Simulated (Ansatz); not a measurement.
# UBCCD(T)/6-31G(d) (spherical functions) run of Si2NH5F (SMILES F[SiH2]N[SiH2])

What is the vertical ionisation energy of Si2NH5F at UBCCD(T)/6-31G* (spherical functions)? 

Program for the calculation: Ansatz 0.2.0.

74 further runs of the same task are left out: 74 set aside as unsound or not needed.

**1. The system as given**

The species is Si2NH5F (9 atoms), meant as a doublet with charge 0. As SMILES, `F[SiH2]N[SiH2]`. The coordinates come from a PBE0-D4/def2-TZVP relaxation. This is one conformer, not always the lowest.

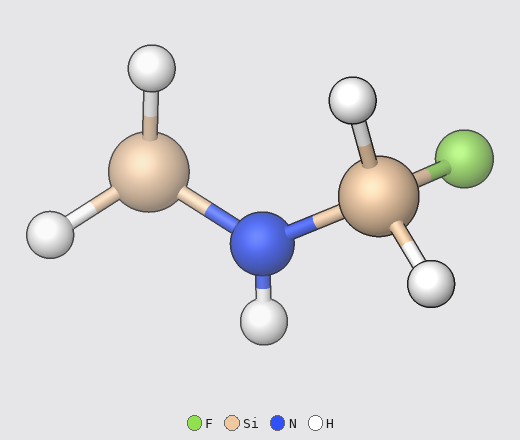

The structure, seen from a chosen angle (fluorine green, silicon light orange, nitrogen blue, hydrogen white).

**2. A single-point energy at UBCCD(T)/6-31G(d) (spherical functions)**

Input file input.yaml:

```yaml
crystal:
  periodic: [false, false, false]
  atoms:
    - {symbol: F, position_ang: [-1.778200, 1.208900, -1.181800]}
    - {symbol: Si, position_ang: [-0.288000, 1.123600, -0.604900]}
    - {symbol: N, position_ang: [0.241500, -0.491400, -0.403000]}
    - {symbol: Si, position_ang: [0.023600, -1.533600, 0.967900]}
    - {symbol: H, position_ang: [0.576300, 1.799100, -1.598800]}
    - {symbol: H, position_ang: [-0.302800, 1.779800, 0.718800]}
    - {symbol: H, position_ang: [0.600400, -0.942200, -1.234500]}
    - {symbol: H, position_ang: [-0.246300, -0.650000, 2.136200]}
    - {symbol: H, position_ang: [1.261800, -2.340700, 1.182700]}
basis:
  gaussian:
    orbitals: 6-31G_st_-spherical.json
magnetization:
  spin_polarized: true
  initial_magnetization: 1
correlation:
  method: bccd_t
  frozen_orbitals: {F: 1, H: 0, "N": 1, Si: 5}
accuracy: high
scf:
  omitted_lower_state_checks: [cluster_reference, increment]
```

The basis set 6-31G* is read from a file made from the Basis Set Exchange's data (not shown).

Run with:

```sh
$ ansatz run input.yaml --threads 1 --pin off --max-ram 3480MiB --events-out events.jsonl --progress --plain --runs-dir runs
```

What it wrote, cut to the lines that bear on the results:

```text
Warning: RAYON_NUM_THREADS=1 ignored (pool sized by the plan → 1); use --threads N
Functional definition: HF
  name "HF"
[...]
1686 factors; integrals over basis functions are off by at most 3.6e-9 eV
[...]
mean field -19992.13061295 eV, -734.6972488732 hartree, gradient 3.4e-8 eV, S^2 0.753254; 0 other end points of the search recorded, 0 dependent functions left out
12 core orbitals not correlated: weight in the atoms' cores, before any rotation towards them, 1.000 or more for the frozen orbitals, at most 0.000 for the correlated occupied ones
reference -19992.13061295 eV, -734.6972488732 hartree; 13, 12 occupied and 49, 50 virtual orbitals, 1686 factors
second order -12.98667603 eV of doubles, -0.00000000 eV of singles
cycle   1  -13.47226019 eV  change   -4.9e-1 eV  update   9.4e-2
[...]
cycle  23  -13.94673691 eV  change   -1.1e-9 eV  update   3.0e-9
perturbative correction -0.34376432 eV, -0.0126331058 hartree
Total energy: -20006.42111418 eV, -735.2224151069 hartree
Checks for a lower state left out: cluster_reference, increment
```

It took 46 s on 1 thread of Arm Neoverse V2, shared host; peak memory 0.74 GiB.

**3. The singlet cation, same level**

Input file in.yaml:

```yaml
crystal:
  periodic: [false, false, false]
  atoms:
    - {symbol: F, position_ang: [-1.778200, 1.208900, -1.181800]}
    - {symbol: Si, position_ang: [-0.288000, 1.123600, -0.604900]}
    - {symbol: "N", position_ang: [0.241500, -0.491400, -0.403000]}
    - {symbol: Si, position_ang: [0.023600, -1.533600, 0.967900]}
    - {symbol: H, position_ang: [0.576300, 1.799100, -1.598800]}
    - {symbol: H, position_ang: [-0.302800, 1.779800, 0.718800]}
    - {symbol: H, position_ang: [0.600400, -0.942200, -1.234500]}
    - {symbol: H, position_ang: [-0.246300, -0.650000, 2.136200]}
    - {symbol: H, position_ang: [1.261800, -2.340700, 1.182700]}
basis:
  gaussian:
    orbitals: 6-31G_st_-spherical.json
total_charge: 1
magnetization:
  spin_polarized: false
  initial_magnetization: 0
correlation:
  method: bccd_t
  frozen_orbitals: {F: 1, H: 0, "N": 1, Si: 5}
accuracy: high
scf:
  omitted_lower_state_checks: [cluster_reference, increment]
```

The basis set 6-31G* is read from a file made from the Basis Set Exchange's data (not shown).

Run with:

```sh
$ ansatz run in.yaml --threads 1 --pin off --max-ram 3480MiB --events-out events.jsonl --progress --plain --runs-dir runs
```

What it wrote, cut to the lines that bear on the results:

```text
Warning: RAYON_NUM_THREADS=1 ignored (pool sized by the plan → 1); use --threads N
[... 2 set-up lines as earlier in the session ...]
[...]
1685 factors; integrals over basis functions are off by at most 3.8e-9 eV
[...]
mean field -19984.39752807 eV, -734.4130632455 hartree, gradient 8.4e-8 eV, S^2 0.000000; 0 other end points of the search recorded, 0 dependent functions left out
12 core orbitals not correlated: weight in the atoms' cores, before any rotation towards them, 1.000 or more for the frozen orbitals, at most 0.000 for the correlated occupied ones
reference -19984.39752807 eV, -734.4130632455 hartree; 12, 12 occupied and 50, 50 virtual orbitals, 1685 factors
second order -13.21251396 eV of doubles, -0.00000000 eV of singles
cycle   1  -13.60580719 eV  change   -3.9e-1 eV  update   1.1e-1
[...]
cycle  25  -14.14304631 eV  change   8.5e-10 eV  update   2.2e-9
perturbative correction -0.41857409 eV, -0.0153823142 hartree
Total energy: -19998.95914848 eV, -734.9481929253 hartree
Checks for a lower state left out: cluster_reference, increment
```

Wall time 14 s (1 thread of Arm Neoverse V2, shared host); peak memory 0.4 GiB.

**4. Outcome**

At UBCCD(T)/6-31G* (spherical functions), 12 core orbitals frozen:

```
                                                     quantity          value
                                doublet Si2NH5F: total energy  -735.22242 Eh
doublet Si2NH5F: correlation energy (12 core orbitals frozen)     -525.2 mEh
                              doublet Si2NH5F: (T) correction     -12.63 mEh
           doublet Si2NH5F: ⟨S²⟩ of the reference determinant          0.753
                                 singlet cation: total energy  -734.94819 Eh
 singlet cation: correlation energy (12 core orbitals frozen)     -535.1 mEh
                               singlet cation: (T) correction     -15.38 mEh
           vertical ionisation energy (to the singlet cation)       7.462 eV
```

Removing an electron at fixed nuclei costs 7.46 eV (720 kJ/mol). Only the singlet of the ionised species was computed; a triplet could lie lower. The triples (doublet Si2NH5F) make up 2.4 % of the correlation energy. The triples (singlet cation) make up 2.9 % of the correlation energy.
